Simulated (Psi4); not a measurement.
## Run report: CuNH3Cl, geometry relaxation (part 1 of 4)

CuNH3Cl, SMILES [NH3+][Cu-][Cl], computed with PBE0/def2-TZVP, RKS, dispersion D4 (Psi4 1.11).

The starting geometry was optimised with PBE/def2-SVP.

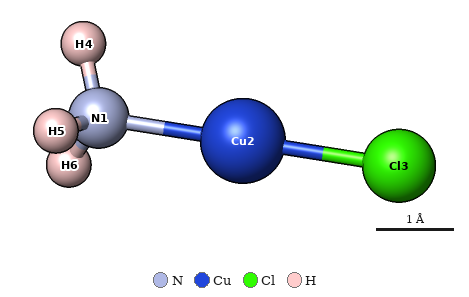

Figure 1. The input geometry (ball-and-stick view, seen at a tilt; atoms are numbered from 1 in the order of the input). Sticks mark near contacts. Bond lengths as drawn: Cl–Cu 2.09 Å, Cu–N 1.93 Å and H–N 1.03 Å.

Key numbers

- outcome: converged
- total energy: −2156.954673 hartree
- dispersion energy: −0.002832 hartree
- basis functions: 131
- HOMO: −6.54 eV
- LUMO: −0.81 eV
- dipole moment: 9.02 D
- hardware: 2 threads of Intel Xeon @ 2.50GHz (Skylake/Cascade Lake), 189 GiB of memory available, shared host
- wall time: 75 s (CPU time 2.5 min)
- peak memory: 0.75 GiB

The input (input.inp)
```
memory 3.3 GB

molecule m {
  0 1
  N     -0.773117    -0.075853     0.252207
  Cu     1.071237     0.050854    -0.304896
  Cl     3.064196     0.196716    -0.925100
  H     -1.139652    -1.036934     0.174804
  H     -1.393831     0.519038    -0.318081
  H     -0.913686     0.211764     1.232943
  symmetry c1
}

set {
  basis                   def2-TZVP
  scf_type                df
  geom_maxiter            50
  max_force_g_convergence 0.0002
}

E, wfn = opt('pbe0-d4', return_wfn=True)
```

Run as:
```bash
psi4 -n 2 input.inp input.out
```

The program's output
```
Psi4 1.11 release

gradient() will perform analytic gradient computation.

   => Loading Basis Set <=

    Name: DEF2-TZVP
    Role: ORBITAL
    Keyword: BASIS

   => PBE0-D4(BJ,EEQ)ATM: Empirical Dispersion <=

        a1 =       0.400856
        a2 =       5.029288
       alp =      16.000000
        s6 =       1.000000
        s8 =       1.200655
        s9 =       1.000000
        ga =       3.000000
        gc =       2.000000
        wf =       6.000000

         ---------------------------------------------------------
                                   SCF
                              RKS Reference
                        2 Threads,   3147 MiB Core
         ---------------------------------------------------------

  ==> Geometry <==

    Molecular point group: c1
    Full point group: C1

    Geometry (in Angstrom), charge = 0, multiplicity = 1:

       Center              X                  Y                   Z               Mass
    ------------   -----------------  -----------------  -----------------  -----------------
         N           -2.167624504067    -0.151628087745     0.660358424741    14.003074004430
         CU          -0.323270504067    -0.024921087745     0.103255424741    62.929597720000
         CL           1.669688495933     0.120940912255    -0.516948575259    34.968852682000
         H           -2.534159504067    -1.112709087745     0.582955424741     1.007825032230
         H           -2.788338504067     0.443262912255     0.090070424741     1.007825032230
         H           -2.308193504067     0.135988912255     1.641094424741     1.007825032230

  Running in c1 symmetry.

  Rotational constants: A =      6.12240  B =      0.08040  C =      0.08039 [cm^-1]
  Rotational constants: A = 183544.83421  B =   2410.20842  C =   2410.17429 [MHz]
  Nuclear repulsion =  232.010315201885959

  Charge       = 0
  Multiplicity = 1
  Electrons    = 56
  Nalpha       = 28
  Nbeta        = 28

  ==> Algorithm <==

  SCF Algorithm Type is DF.
  DIIS enabled.
  MOM disabled.
  Fractional occupation disabled.
  Guess Type is SAD.
  Energy threshold   = 1.00e-08
  Density threshold  = 1.00e-08
  Integral threshold = 1.00e-12

  ==> Primary Basis <==

  Basis Set: DEF2-TZVP
    Blend: DEF2-TZVP
    Number of shells: 51
    Number of basis functions: 131
    Number of Cartesian functions: 148
    Spherical Harmonics?: true
    Max angular momentum: 3

  ==> DFT Potential <==

   => LibXC <=

    Version 7.1.2

   => Composite Functional: PBE0-D4BJEEQATM <=

    PBE0-d4bjeeqatm Hyb-GGA Exchange-Correlation Functional

    Deriv               =              1
    GGA                 =           TRUE
    Meta                =          FALSE

    Exchange Hybrid     =           TRUE
    MP2 Hybrid          =          FALSE

   => Exchange Functionals <=

    0.7500   Perdew, Burke & Ernzerhof

   => Exact (HF) Exchange <=

    0.2500               HF

   => Correlation Functionals <=

    1.0000   Perdew, Burke & Ernzerhof

   => LibXC Density Thresholds  <==

    XC_HYB_GGA_XC_PBEH:  1.00E-15

   => Molecular Quadrature <=

    Radial Scheme          =       TREUTLER
    Pruning Scheme         =           NONE
    Nuclear Scheme         =       TREUTLER

    Blocking Scheme        =         OCTREE
    BS radius alpha        =              1
    Pruning alpha          =              1
    Radial Points          =             75
    Spherical Points       =            302
    Total Points           =         130404
    Total Blocks           =           1046
    Max Points             =            256
    Max Functions          =            127
    Weights Tolerance      =       1.00E-15

   => Loading Basis Set <=

    Name: (DEF2-TZVP AUX)
    Role: JKFIT
    Keyword: DF_BASIS_SCF

  ==> Integral Setup <==

  DFHelper Memory: AOs need 0.070 GiB; user supplied 1.977 GiB.
  SCF_SUBTYPE=INCORE selected. In-core MEM_DF algorithm will be used.
  Using in-core AOs.

  ==> MemDFJK: Density-Fitted J/K Matrices <==

    J tasked:                   Yes
    K tasked:                   Yes
    wK tasked:                   No
    Memory [MiB]:              2024
    Algorithm:                 Core
    Schwarz Cutoff:           1E-12
    Mask sparsity (%):       6.0369
    Fitting Condition:        1E-10

   => Auxiliary Basis Set <=

  Basis Set: (DEF2-TZVP AUX)
    Blend: DEF2-UNIVERSAL-JKFIT
    Number of shells: 139
    Number of basis functions: 523
    Number of Cartesian functions: 685
    Spherical Harmonics?: true
    Max angular momentum: 6

  Cached 100.0% of DFT collocation blocks in 0.328 [GiB].

  Minimum eigenvalue in the overlap matrix is 3.4412211824E-03.
  Reciprocal condition number of the overlap matrix is 5.1001324572E-04.
    Using symmetric orthogonalization.

  ==> Pre-Iterations <==

  SCF Guess: Superposition of Atomic Densities via on-the-fly atomic UHF (no occupation information).

   -------------------------
    Irrep   Nso     Nmo
   -------------------------
     A        131     131
   -------------------------
    Total     131     131
   -------------------------

  ==> Iterations <==

                           Total Energy        Delta E     RMS |[F,P]|

   @DF-RKS iter SAD: -2154.44342255630590   -2.15444e+03   0.00000e+00
   @DF-RKS iter   1: -2153.57981908313059    8.63603e-01   3.31067e-02 ADIIS/DIIS
   @DF-RKS iter   2: -2111.98181494987057    4.15980e+01   6.97377e-02 ADIIS/DIIS
   @DF-RKS iter   3: -2156.54809107603296   -4.45663e+01   1.05240e-02 ADIIS/DIIS
   @DF-RKS iter   4: -2156.62357253624623   -7.54815e-02   7.93964e-03 ADIIS/DIIS
   @DF-RKS iter   5: -2156.94992511790360   -3.26353e-01   7.12689e-04 ADIIS/DIIS
   @DF-RKS iter   6: -2156.95138451537741   -1.45940e-03   5.87487e-04 ADIIS/DIIS
   @DF-RKS iter   7: -2156.95397217291429   -2.58766e-03   5.10953e-05 DIIS
   @DF-RKS iter   8: -2156.95398364610946   -1.14732e-05   3.93470e-05 DIIS
   @DF-RKS iter   9: -2156.95398975903663   -6.11293e-06   1.49926e-05 DIIS
   @DF-RKS iter  10: -2156.95399057969371   -8.20657e-07   1.78556e-06 DIIS
   @DF-RKS iter  11: -2156.95399059850843   -1.88147e-08   5.20916e-07 DIIS
   @DF-RKS iter  12: -2156.95399059944702   -9.38599e-10   1.17628e-07 DIIS
   @DF-RKS iter  13: -2156.95399059950705   -6.00267e-11   1.08978e-08 DIIS
   @DF-RKS iter  14: -2156.95399059950978   -2.72848e-12   6.87170e-09 DIIS
  Energy and wave function converged.

  ==> Post-Iterations <==

   Electrons on quadrature grid:
      Ntotal   =   55.9999987607 ; deviation = -1.239e-06

    Orbital Energies [Eh]
    ---------------------

    Doubly Occupied:

       1A   -323.318923     2A   -101.607262     3A    -38.920578
       4A    -34.087669     5A    -34.086444     6A    -34.086440
       7A    -14.473026     8A     -9.433155     9A     -7.163884
      10A     -7.160722    11A     -7.160722    12A     -4.341940
      13A     -2.824476    14A     -2.817446    15A     -2.817441
      16A     -0.973205    17A     -0.738731    18A     -0.567734
      19A     -0.567657    20A     -0.450315    21A     -0.316622
      22A     -0.306814    23A     -0.306803    24A     -0.284488
      25A     -0.284485    26A     -0.247893    27A     -0.240121
      28A     -0.240113

    Virtual:

      29A     -0.032091    30A      0.053900    31A      0.059829
      32A      0.059850    33A      0.107237    34A      0.107419
      35A      0.137412    36A      0.183902    37A      0.184177
      38A      0.240945    39A      0.252161    40A      0.252479
      41A      0.295636    42A      0.356433    43A      0.357732
      44A      0.392620    45A      0.437321    46A      0.437438
      47A      0.438214    48A      0.467448    49A      0.467591
      50A      0.468869    51A      0.539830    52A      0.540095
      53A      0.653355    54A      0.653528    55A      0.660212
      56A      0.725130    57A      0.838195    58A      0.838475
      59A      0.903361    60A      0.903616    61A      1.087098
      62A      1.120639    63A      1.122265    64A      1.200090
      65A      1.233192    66A      1.233551    67A      1.450345
      68A      1.519121    69A      1.709163    70A      1.709963
      71A      1.801278    72A      1.849718    73A      1.849800
      74A      1.861279    75A      1.939227    76A      1.939355
      77A      1.989008    78A      1.990100    79A      2.023236
      80A      2.138136    81A      2.139067    82A      2.145382
      83A      2.177903    84A      2.177938    85A      2.181358
      86A      2.181358    87A      2.282397    88A      2.282667
      89A      2.284527    90A      2.329976    91A      2.330151
      92A      2.372476    93A      2.372868    94A      2.438708
      95A      2.438979    96A      2.515452    97A      2.629970
      98A      2.952598    99A      3.063134   100A      3.152985
     101A      3.153366   102A      3.531243   103A      3.714863
     104A      3.714923   105A      3.819134   106A      3.819648
     107A      3.919001   108A      4.203249   109A      4.203352
     110A      4.286148   111A      4.304361   112A      4.603729
     113A      4.605138   114A      4.772210   115A      4.772603
     116A      4.885465   117A      5.257556   118A      5.258422
     119A      5.607409   120A      5.816813   121A      5.816828
     122A      5.817479   123A      5.817526   124A      5.846670
     125A      5.846785   126A      5.992495   127A     10.851502
     128A     10.851548   129A     11.089278   130A     25.066370
     131A     31.610319

    Final Occupation by Irrep:
              A
    DOCC [    28 ]
    NA   [    28 ]
    NB   [    28 ]

  @DF-RKS Final Energy: -2156.95399059950978

   => Energetics <=

    Nuclear Repulsion Energy =            232.0103152018859589
    One-Electron Energy =               -3463.5363058929742692
    Two-Electron Energy =                1152.4345205874708427
    DFT Exchange-Correlation Energy =     -77.8596927871351312
    Empirical Dispersion Energy =          -0.0028277087571247
    VV10 Nonlocal Energy =                  0.0000000000000000
    Total Energy =                      -2156.9539905995093250

Computation Completed

Properties will be evaluated at   0.000000,   0.000000,   0.000000 [a0]

Properties computed using the SCF density matrix

 Multipole Moments:

 ------------------------------------------------------------------------------------
     Multipole            Electronic (a.u.)      Nuclear  (a.u.)        Total (a.u.)
 ------------------------------------------------------------------------------------

 L = 1.  Multiply by 2.5417464519 to convert [e a0] to [Debye]
 Dipole X            :          3.7454913           -7.1700050           -3.4245137
 Dipole Y            :          0.2505851           -0.4942955           -0.2437104
 Dipole Z            :         -1.1124996            2.1597884            1.0472888
 Magnitude           :                                                    3.5893596

 ------------------------------------------------------------------------------------

	total time  =         18 seconds =       0.30 minutes

         ------------------------------------------------------------
                                   SCF GRAD
         ------------------------------------------------------------

  ==> Geometry <==

    Molecular point group: c1
    Full point group: C1

    Geometry (in Angstrom), charge = 0, multiplicity = 1:

       Center              X                  Y                   Z               Mass
    ------------   -----------------  -----------------  -----------------  -----------------
         N           -2.167624504067    -0.151628087745     0.660358424741    14.003074004430
         CU          -0.323270504067    -0.024921087745     0.103255424741    62.929597720000
         CL           1.669688495933     0.120940912255    -0.516948575259    34.968852682000
         H           -2.534159504067    -1.112709087745     0.582955424741     1.007825032230
         H           -2.788338504067     0.443262912255     0.090070424741     1.007825032230
         H           -2.308193504067     0.135988912255     1.641094424741     1.007825032230

  Nuclear repulsion =  232.010315201885959

  ==> Basis Set <==

  Basis Set: DEF2-TZVP
    Blend: DEF2-TZVP
    Number of shells: 51
    Number of basis functions: 131
    Number of Cartesian functions: 148
    Spherical Harmonics?: true
    Max angular momentum: 3

  ==> DFJKGrad: Density-Fitted SCF Gradients <==

    Gradient:                    1
    J tasked:                  Yes
    K tasked:                  Yes
    wK tasked:                  No
    Integrals threads:           2
    Memory [MiB]:             2360
    Schwarz Cutoff:          1E-12
    Fitting Condition:       1E-10

   => Auxiliary Basis Set <=

  Basis Set: (DEF2-TZVP AUX)
    Blend: DEF2-UNIVERSAL-JKFIT
    Number of shells: 139
    Number of basis functions: 523
    Number of Cartesian functions: 685
    Spherical Harmonics?: true
    Max angular momentum: 6

   => Molecular Quadrature <=

    Radial Scheme          =       TREUTLER
    Pruning Scheme         =           NONE
    Nuclear Scheme         =       TREUTLER

    Blocking Scheme        =         OCTREE
    BS radius alpha        =              1
    Pruning alpha          =              1
    Radial Points          =             75
    Spherical Points       =            302
    Total Points           =         130404
    Total Blocks           =           1046
    Max Points             =            256
    Max Functions          =            127
    Weights Tolerance      =       1.00E-15

  -Total Gradient:
     Atom            X                  Y                   Z
    ------   -----------------  -----------------  -----------------
       1        0.016694001308     0.001175587695    -0.004890735815
       2       -0.003359164228    -0.000411017802     0.001157578854
       3        0.002656476828     0.000254572342    -0.000917241284
       4       -0.005143368566    -0.011415848574    -0.000722884078
       5       -0.008248544669     0.007024232018    -0.006621251946
       6       -0.002618857688     0.003366547443     0.012008553627

	total time  =          6 seconds =       0.10 minutes

    			-----------------------------------------

    			 OPTKING 3.0: for geometry optimizations

    			        with contributions from

    			-----------------------------------------

	                            ===> Fragment 1 <==
```
